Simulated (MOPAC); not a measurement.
C$_{3}$H$_{9}$B: geometry relaxation (part 3 of 3)

Continued. System: C$_{3}$H$_{9}$B, SMILES CBCC. Method: PM6-DH+, closed shell, dispersion DH+ (MOPAC 23.2.5). The atoms were displaced at random from an optimised geometry.

Geometry of the input (Å):
```
C  -0.9352  1.2160  0.8507
B  0.5320  0.7026  0.6847
C  0.9375  -0.5056  -0.2409
C  -0.1232  -1.2605  -0.9976
H  -1.0301  2.1378  0.2595
H  -1.1571  1.5330  1.8589
H  -1.7121  0.5347  0.4934
H  1.3931  1.2854  1.2605
H  1.5412  -1.1801  0.4274
H  1.7354  -0.1043  -0.9055
H  -0.8369  -1.7012  -0.3392
H  0.3094  -2.0741  -1.6092
H  -0.6545  -0.5816  -1.6914
```

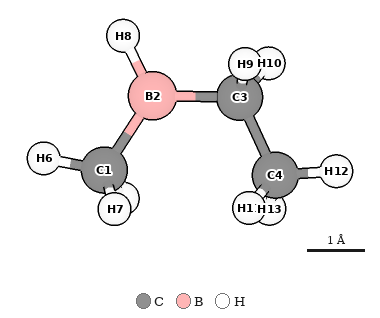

The geometry at step 75 of the log (ball-and-stick view, seen at a tilt; atoms are numbered from 1 in the order of the input).

### Trajectory as extended XYZ, continued
```
13
Properties=species:S:1:pos:R:3:forces:R:3 step=49 energy=-0.58563
C    -0.9370    1.1712    0.8339   -0.0819   0.0286  -0.0294
B     0.5476    0.6872    0.7073   -0.0172   0.0107   0.0024
C     0.9746   -0.5115   -0.2175   -0.0014  -0.0034   0.0027
C    -0.1338   -1.1672   -1.0141   -0.0026   0.0050   0.0029
H    -1.1624    1.7571   -0.0691    0.0170  -0.0550   0.1103
H    -1.0903    1.8022    1.7118    0.0068  -0.0552  -0.0913
H    -1.6376    0.3312    0.8654    0.0628   0.0779   0.0038
H     1.3929    1.2535    1.3165    0.0126  -0.0035   0.0020
H     1.4724   -1.2402    0.4508    0.0028  -0.0015  -0.0017
H     1.7705   -0.1225   -0.8805   -0.0127  -0.0056   0.0007
H    -0.8990   -1.6046   -0.3607    0.0062  -0.0026  -0.0012
H     0.2486   -1.9751   -1.6506   -0.0016   0.0087   0.0020
H    -0.6424   -0.4487   -1.6687    0.0092  -0.0041  -0.0032
13
Properties=species:S:1:pos:R:3:forces:R:3 step=52 energy=-0.58619
C    -0.9372    1.1715    0.8333   -0.0430   0.0162  -0.0157
B     0.5479    0.6874    0.7076   -0.0157   0.0039   0.0000
C     0.9744   -0.5117   -0.2172   -0.0052  -0.0022   0.0014
C    -0.1337   -1.1669   -1.0143   -0.0029   0.0019  -0.0001
H    -1.1665    1.7547   -0.0677    0.0124  -0.0335   0.0580
H    -1.0898    1.8043    1.7078    0.0042  -0.0290  -0.0454
H    -1.6357    0.3319    0.8698    0.0390   0.0433   0.0005
H     1.3938    1.2516    1.3184    0.0047  -0.0026  -0.0013
H     1.4721   -1.2407    0.4508    0.0024   0.0003  -0.0010
H     1.7695   -0.1236   -0.8811   -0.0030   0.0009   0.0023
H    -0.8987   -1.6053   -0.3616    0.0008  -0.0009   0.0007
H     0.2490   -1.9739   -1.6513    0.0016   0.0016  -0.0002
H    -0.6415   -0.4486   -1.6697    0.0046  -0.0001   0.0008
13
Properties=species:S:1:pos:R:3:forces:R:3 step=55 energy=-0.58628
C    -0.9368    1.1704    0.8341   -0.0378   0.0149  -0.0117
B     0.5485    0.6868    0.7099   -0.0107   0.0014   0.0001
C     0.9735   -0.5123   -0.2155    0.0005  -0.0036   0.0004
C    -0.1337   -1.1622   -1.0183    0.0021  -0.0004   0.0005
H    -1.1836    1.7166   -0.0850    0.0117  -0.0335   0.0588
H    -1.0841    1.8339    1.6865    0.0026  -0.0335  -0.0453
H    -1.6255    0.3249    0.9112    0.0344   0.0502  -0.0024
H     1.3957    1.2467    1.3230   -0.0011   0.0004  -0.0005
H     1.4662   -1.2444    0.4528    0.0015   0.0003  -0.0005
H     1.7729   -0.1260   -0.8755   -0.0048   0.0006   0.0012
H    -0.9016   -1.6016   -0.3697    0.0011   0.0020  -0.0007
H     0.2499   -1.9676   -1.6569   -0.0007   0.0009  -0.0005
H    -0.6373   -0.4405   -1.6730    0.0013   0.0001   0.0006
13
Properties=species:S:1:pos:R:3:forces:R:3 step=58 energy=-0.58646
C    -0.9366    1.1702    0.8343   -0.0176   0.0089  -0.0067
B     0.5487    0.6865    0.7110   -0.0039   0.0007   0.0000
C     0.9728   -0.5127   -0.2146    0.0022  -0.0019  -0.0007
C    -0.1336   -1.1603   -1.0202    0.0017  -0.0002   0.0003
H    -1.1915    1.6994   -0.0909    0.0064  -0.0193   0.0308
H    -1.0821    1.8463    1.6757    0.0016  -0.0188  -0.0221
H    -1.6196    0.3232    0.9294    0.0132   0.0283  -0.0011
H     1.3965    1.2445    1.3250   -0.0036   0.0012   0.0001
H     1.4636   -1.2458    0.4540    0.0015  -0.0011  -0.0011
H     1.7734   -0.1267   -0.8732    0.0000   0.0012   0.0002
H    -0.9029   -1.6003   -0.3737    0.0002   0.0012  -0.0003
H     0.2506   -1.9646   -1.6598   -0.0017  -0.0007  -0.0001
H    -0.6354   -0.4371   -1.6745    0.0002   0.0005   0.0007
13
Properties=species:S:1:pos:R:3:forces:R:3 step=61 energy=-0.58618
C    -0.9361    1.1693    0.8350   -0.0476   0.0158  -0.0184
B     0.5494    0.6859    0.7129   -0.0106   0.0035  -0.0008
C     0.9722   -0.5133   -0.2134    0.0035  -0.0022  -0.0016
C    -0.1336   -1.1567   -1.0233    0.0018   0.0008   0.0011
H    -1.2046    1.6694   -0.1046    0.0167  -0.0410   0.0785
H    -1.0781    1.8690    1.6592    0.0032  -0.0451  -0.0524
H    -1.6121    0.3183    0.9612    0.0352   0.0673  -0.0059
H     1.3974    1.2415    1.3287   -0.0049   0.0008   0.0004
H     1.4591   -1.2487    0.4557    0.0018  -0.0011  -0.0026
H     1.7755   -0.1284   -0.8692    0.0019   0.0005   0.0002
H    -0.9053   -1.5970   -0.3801    0.0009   0.0017   0.0000
H     0.2510   -1.9598   -1.6642   -0.0026  -0.0007   0.0005
H    -0.6324   -0.4307   -1.6769    0.0007  -0.0003   0.0010
13
Properties=species:S:1:pos:R:3:forces:R:3 step=63 energy=-0.58651
C    -0.9366    1.1706    0.8340   -0.0017   0.0011  -0.0004
B     0.5485    0.6867    0.7104   -0.0003  -0.0005   0.0002
C     0.9730   -0.5126   -0.2150    0.0013  -0.0006  -0.0002
C    -0.1336   -1.1616   -1.0191    0.0005   0.0001  -0.0001
H    -1.1871    1.7092   -0.0857    0.0010  -0.0031   0.0027
H    -1.0836    1.8381    1.6810    0.0012  -0.0017  -0.0026
H    -1.6220    0.3257    0.9186   -0.0013   0.0037   0.0007
H     1.3960    1.2457    1.3238   -0.0020   0.0006   0.0000
H     1.4653   -1.2450    0.4533    0.0018  -0.0010  -0.0006
H     1.7724   -0.1258   -0.8745    0.0004   0.0008   0.0000
H    -0.9021   -1.6014   -0.3716   -0.0001   0.0005   0.0001
H     0.2505   -1.9663   -1.6583   -0.0014  -0.0002   0.0000
H    -0.6365   -0.4392   -1.6735    0.0004   0.0004   0.0002
13
Properties=species:S:1:pos:R:3:forces:R:3 step=66 energy=-0.58653
C    -0.9363    1.1699    0.8345   -0.0064   0.0012  -0.0012
B     0.5490    0.6860    0.7120   -0.0015  -0.0002   0.0000
C     0.9726   -0.5132   -0.2139    0.0021  -0.0002  -0.0008
C    -0.1335   -1.1586   -1.0217    0.0006   0.0003   0.0001
H    -1.1983    1.6834   -0.0964    0.0026  -0.0058   0.0090
H    -1.0801    1.8571    1.6662    0.0020  -0.0050  -0.0069
H    -1.6158    0.3228    0.9458    0.0008   0.0091   0.0000
H     1.3964    1.2432    1.3272   -0.0026  -0.0001   0.0001
H     1.4619   -1.2478    0.4542    0.0020  -0.0001  -0.0008
H     1.7741   -0.1269   -0.8712    0.0019   0.0001  -0.0004
H    -0.9040   -1.5987   -0.3769    0.0003   0.0011   0.0004
H     0.2508   -1.9623   -1.6621   -0.0018  -0.0005   0.0002
H    -0.6338   -0.4338   -1.6755    0.0001   0.0001   0.0002
13
Properties=species:S:1:pos:R:3:forces:R:3 step=69 energy=-0.58648
C    -0.9359    1.1682    0.8353   -0.0259   0.0044  -0.0053
B     0.5495    0.6835    0.7160   -0.0074   0.0012  -0.0002
C     0.9724   -0.5146   -0.2119    0.0017   0.0005  -0.0016
C    -0.1329   -1.1513   -1.0277    0.0008   0.0005   0.0003
H    -1.2250    1.6214   -0.1193    0.0095  -0.0155   0.0369
H    -1.0707    1.9015    1.6293    0.0024  -0.0218  -0.0256
H    -1.6027    0.3202    1.0114    0.0179   0.0312  -0.0050
H     1.3960    1.2367    1.3360   -0.0020  -0.0032   0.0004
H     1.4552   -1.2547    0.4548    0.0018   0.0036  -0.0003
H     1.7786   -0.1286   -0.8636    0.0017  -0.0018  -0.0008
H    -0.9083   -1.5914   -0.3888    0.0013   0.0028   0.0007
H     0.2508   -1.9534   -1.6705   -0.0016  -0.0008   0.0005
H    -0.6271   -0.4212   -1.6803    0.0000  -0.0011   0.0000
13
Properties=species:S:1:pos:R:3:forces:R:3 step=72 energy=-0.58652
C    -0.9363    1.1693    0.8355   -0.0094  -0.0128  -0.0487
B     0.5490    0.6845    0.7140   -0.0050  -0.0010  -0.0003
C     0.9728   -0.5140   -0.2131   -0.0024   0.0073   0.0000
C    -0.1331   -1.1549   -1.0247    0.0001   0.0080  -0.0022
H    -1.2121    1.6523   -0.1088    0.0110  -0.0162   0.0347
H    -1.0748    1.8794    1.6470   -0.0029   0.0124   0.0128
H    -1.6101    0.3219    0.9791    0.0066   0.0127   0.0000
H     1.3958    1.2397    1.3318   -0.0007  -0.0016   0.0000
H     1.4589   -1.2512    0.4542    0.0028  -0.0003   0.0012
H     1.7768   -0.1278   -0.8675   -0.0001  -0.0011  -0.0002
H    -0.9060   -1.5945   -0.3827   -0.0025  -0.0005   0.0031
H     0.2505   -1.9579   -1.6662    0.0001  -0.0041  -0.0025
H    -0.6304   -0.4274   -1.6780    0.0026  -0.0028   0.0023
13
Properties=species:S:1:pos:R:3:forces:R:3 step=75 energy=-0.58657
C    -0.9365    1.1688    0.8348    0.0013   0.0017   0.0010
B     0.5487    0.6839    0.7141    0.0004   0.0000   0.0003
C     0.9733   -0.5136   -0.2136   -0.0002   0.0000   0.0001
C    -0.1330   -1.1547   -1.0245    0.0000  -0.0004   0.0001
H    -1.2115    1.6520   -0.1077    0.0002   0.0002  -0.0019
H    -1.0742    1.8798    1.6470   -0.0008  -0.0001   0.0002
H    -1.6113    0.3232    0.9793    0.0000  -0.0011   0.0004
H     1.3949    1.2387    1.3330   -0.0002  -0.0008   0.0006
H     1.4600   -1.2507    0.4537    0.0011  -0.0001  -0.0003
H     1.7772   -0.1276   -0.8682   -0.0016   0.0010  -0.0002
H    -0.9059   -1.5934   -0.3815   -0.0006   0.0003  -0.0001
H     0.2497   -1.9587   -1.6654   -0.0004  -0.0004   0.0003
H    -0.6302   -0.4276   -1.6781    0.0009  -0.0003  -0.0004
13
Properties=species:S:1:pos:R:3:forces:R:3 step=78 energy=-0.58658
C    -0.9365    1.1690    0.8346    0.0000  -0.0038  -0.0011
B     0.5486    0.6837    0.7144    0.0001  -0.0009   0.0000
C     0.9735   -0.5134   -0.2139   -0.0010   0.0004   0.0004
C    -0.1331   -1.1547   -1.0243   -0.0013   0.0003  -0.0003
H    -1.2113    1.6517   -0.1084    0.0007   0.0003   0.0020
H    -1.0743    1.8796    1.6469   -0.0010   0.0032  -0.0006
H    -1.6115    0.3233    0.9792    0.0016   0.0003  -0.0010
H     1.3945    1.2376    1.3346    0.0009  -0.0005   0.0002
H     1.4610   -1.2504    0.4528    0.0010  -0.0001  -0.0001
H     1.7768   -0.1269   -0.8690   -0.0015   0.0019   0.0003
H    -0.9060   -1.5925   -0.3808   -0.0011   0.0002  -0.0001
H     0.2490   -1.9593   -1.6646    0.0011  -0.0011   0.0001
H    -0.6300   -0.4278   -1.6784    0.0005  -0.0002   0.0000
13
Properties=species:S:1:pos:R:3:forces:R:3 step=81 energy=-0.58660
C    -0.9361    1.1697    0.8338   -0.0019   0.0020   0.0027
B     0.5483    0.6818    0.7170   -0.0008  -0.0009   0.0008
C     0.9735   -0.5116   -0.2158    0.0015  -0.0013   0.0008
C    -0.1334   -1.1557   -1.0236    0.0011   0.0003   0.0001
H    -1.2085    1.6523   -0.1098   -0.0010  -0.0001  -0.0007
H    -1.0753    1.8811    1.6454    0.0012  -0.0017  -0.0029
H    -1.6115    0.3243    0.9776   -0.0017   0.0005  -0.0003
H     1.3932    1.2305    1.3430    0.0022   0.0004  -0.0005
H     1.4670   -1.2481    0.4467    0.0015  -0.0019  -0.0008
H     1.7721   -0.1192   -0.8732   -0.0002   0.0002   0.0005
H    -0.9079   -1.5884   -0.3785   -0.0006   0.0017  -0.0003
H     0.2477   -1.9650   -1.6586    0.0020   0.0011   0.0006
H    -0.6276   -0.4316   -1.6826   -0.0032  -0.0002  -0.0001
13
Properties=species:S:1:pos:R:3:forces:R:3 step=84 energy=-0.58660
C    -0.9363    1.1697    0.8339    0.0014  -0.0001  -0.0019
B     0.5482    0.6818    0.7168    0.0006  -0.0001   0.0000
C     0.9736   -0.5118   -0.2156   -0.0002  -0.0003   0.0002
C    -0.1333   -1.1555   -1.0236   -0.0002   0.0001  -0.0001
H    -1.2089    1.6523   -0.1096    0.0001  -0.0005  -0.0007
H    -1.0749    1.8812    1.6453   -0.0007   0.0011   0.0017
H    -1.6120    0.3246    0.9777   -0.0011  -0.0002   0.0006
H     1.3935    1.2311    1.3419   -0.0003   0.0001   0.0001
H     1.4669   -1.2487    0.4468    0.0011  -0.0007  -0.0001
H     1.7725   -0.1195   -0.8727   -0.0003   0.0002   0.0001
H    -0.9078   -1.5884   -0.3787   -0.0006   0.0000   0.0000
H     0.2481   -1.9645   -1.6589    0.0008   0.0004  -0.0002
H    -0.6281   -0.4314   -1.6823   -0.0005   0.0001   0.0002
13
Properties=species:S:1:pos:R:3:forces:R:3 step=87 energy=-0.58660
C    -0.9362    1.1697    0.8338    0.0000  -0.0001  -0.0001
B     0.5482    0.6816    0.7171   -0.0001  -0.0001   0.0001
C     0.9736   -0.5118   -0.2157   -0.0002   0.0000   0.0001
C    -0.1334   -1.1556   -1.0235   -0.0001   0.0000   0.0000
H    -1.2086    1.6522   -0.1099    0.0003  -0.0003  -0.0002
H    -1.0750    1.8813    1.6452    0.0001   0.0004  -0.0002
H    -1.6122    0.3248    0.9776   -0.0001   0.0001   0.0002
H     1.3934    1.2307    1.3424   -0.0002  -0.0001   0.0001
H     1.4676   -1.2488    0.4461    0.0004   0.0001   0.0000
H     1.7721   -0.1188   -0.8729   -0.0003   0.0000   0.0000
H    -0.9080   -1.5881   -0.3784    0.0002  -0.0005  -0.0001
H     0.2481   -1.9647   -1.6586   -0.0001   0.0003  -0.0001
H    -0.6281   -0.4316   -1.6824    0.0000   0.0003   0.0001
13
Properties=species:S:1:pos:R:3:forces:R:3 step=89 energy=-0.58660
C    -0.9362    1.1698    0.8337   -0.0006   0.0009   0.0008
B     0.5482    0.6813    0.7174   -0.0005   0.0000   0.0002
C     0.9737   -0.5117   -0.2158    0.0002  -0.0001   0.0002
C    -0.1334   -1.1557   -1.0233    0.0006   0.0000  -0.0001
H    -1.2081    1.6522   -0.1102    0.0002  -0.0002  -0.0002
H    -1.0751    1.8815    1.6449    0.0004  -0.0002  -0.0010
H    -1.6126    0.3251    0.9773    0.0005  -0.0001   0.0001
H     1.3932    1.2301    1.3432    0.0000  -0.0004   0.0002
H     1.4686   -1.2487    0.4453   -0.0005   0.0002  -0.0001
H     1.7715   -0.1179   -0.8734   -0.0002  -0.0001   0.0000
H    -0.9081   -1.5880   -0.3782    0.0012  -0.0001  -0.0001
H     0.2480   -1.9650   -1.6582   -0.0006   0.0001  -0.0001
H    -0.6281   -0.4318   -1.6824   -0.0005   0.0001   0.0000
13
Properties=species:S:1:pos:R:3:forces:R:3 step=92 energy=-0.58660
C    -0.9362    1.1698    0.8336    0.0004  -0.0003  -0.0006
B     0.5482    0.6814    0.7173    0.0002  -0.0001   0.0000
C     0.9737   -0.5118   -0.2156    0.0001   0.0001  -0.0001
C    -0.1334   -1.1556   -1.0233    0.0001   0.0002  -0.0002
H    -1.2082    1.6521   -0.1102    0.0000  -0.0001  -0.0001
H    -1.0749    1.8815    1.6448   -0.0005   0.0008   0.0004
H    -1.6125    0.3251    0.9773    0.0002   0.0001   0.0003
H     1.3933    1.2304    1.3428   -0.0002  -0.0004   0.0002
H     1.4683   -1.2487    0.4457   -0.0004  -0.0003   0.0000
H     1.7716   -0.1184   -0.8732    0.0003   0.0003   0.0002
H    -0.9078   -1.5888   -0.3783    0.0007   0.0002   0.0001
H     0.2480   -1.9643   -1.6590    0.0002  -0.0001  -0.0001
H    -0.6284   -0.4313   -1.6817   -0.0011  -0.0003  -0.0002
13
Properties=species:S:1:pos:R:3:forces:R:3 step=95 energy=-0.58661
C    -0.9361    1.1704    0.8330    0.0007   0.0002   0.0001
B     0.5479    0.6806    0.7182    0.0020   0.0004  -0.0001
C     0.9737   -0.5116   -0.2159    0.0003   0.0007  -0.0004
C    -0.1334   -1.1560   -1.0230   -0.0020   0.0001   0.0009
H    -1.2070    1.6522   -0.1114   -0.0008  -0.0003   0.0002
H    -1.0748    1.8829    1.6436   -0.0008  -0.0006  -0.0010
H    -1.6129    0.3262    0.9770   -0.0010   0.0005   0.0003
H     1.3926    1.2283    1.3454    0.0005  -0.0007   0.0006
H     1.4701   -1.2486    0.4440   -0.0005   0.0003  -0.0008
H     1.7702   -0.1162   -0.8739    0.0022   0.0002  -0.0002
H    -0.9060   -1.5909   -0.3773   -0.0018  -0.0011   0.0001
H     0.2480   -1.9635   -1.6603    0.0016   0.0007   0.0002
H    -0.6305   -0.4316   -1.6797   -0.0003  -0.0004   0.0001
13
Properties=species:S:1:pos:R:3:forces:R:3 step=98 energy=-0.58661
C    -0.9356    1.1723    0.8308    0.0000   0.0002  -0.0003
B     0.5475    0.6783    0.7209    0.0000   0.0001  -0.0002
C     0.9739   -0.5108   -0.2168   -0.0005   0.0002  -0.0002
C    -0.1338   -1.1571   -1.0216   -0.0006   0.0001  -0.0001
H    -1.2037    1.6528   -0.1151    0.0000  -0.0008   0.0003
H    -1.0747    1.8866    1.6397   -0.0005  -0.0001  -0.0001
H    -1.6145    0.3297    0.9749    0.0002   0.0001   0.0001
H     1.3909    1.2209    1.3542    0.0006  -0.0010   0.0000
H     1.4756   -1.2482    0.4384    0.0006   0.0013   0.0003
H     1.7665   -0.1098   -0.8766    0.0003  -0.0011   0.0000
H    -0.9013   -1.5987   -0.3742   -0.0009   0.0008  -0.0003
H     0.2486   -1.9601   -1.6639    0.0017   0.0002   0.0001
H    -0.6373   -0.4326   -1.6732   -0.0010  -0.0001   0.0004
13
Properties=species:S:1:pos:R:3:forces:R:3 step=101 energy=-0.58661
C    -0.9356    1.1721    0.8309   -0.0002  -0.0001  -0.0001
B     0.5476    0.6786    0.7207   -0.0001  -0.0002   0.0000
C     0.9738   -0.5108   -0.2168   -0.0002  -0.0001   0.0001
C    -0.1339   -1.1569   -1.0217    0.0002   0.0000   0.0000
H    -1.2041    1.6523   -0.1150   -0.0001   0.0000  -0.0002
H    -1.0750    1.8864    1.6398    0.0001   0.0001  -0.0001
H    -1.6141    0.3292    0.9752    0.0003   0.0001   0.0004
H     1.3913    1.2212    1.3537    0.0000   0.0000   0.0001
H     1.4748   -1.2479    0.4393    0.0002  -0.0001   0.0001
H     1.7671   -0.1109   -0.8763   -0.0001   0.0000   0.0000
H    -0.9016   -1.5984   -0.3745   -0.0001   0.0002   0.0000
H     0.2489   -1.9599   -1.6639    0.0001   0.0000  -0.0001
H    -0.6373   -0.4324   -1.6733    0.0000   0.0002  -0.0001
```

### Results in brief

- outcome: converged
- total energy: −20.042299 hartree
- dispersion energy: −0.000813 hartree
- heat of formation: −13.53 kcal/mol
- basis functions: 25
- largest force: 0.000 eV/Å
- HOMO: −10.38 eV
- LUMO: 0.62 eV
- dipole moment: 0.37 D
- hardware: 1 thread of Arm Neoverse V1, 24 GiB of memory available, shared host
- peak memory: 0.072 GiB

### Remarks

MOPAC's energies along a path are heats of formation.
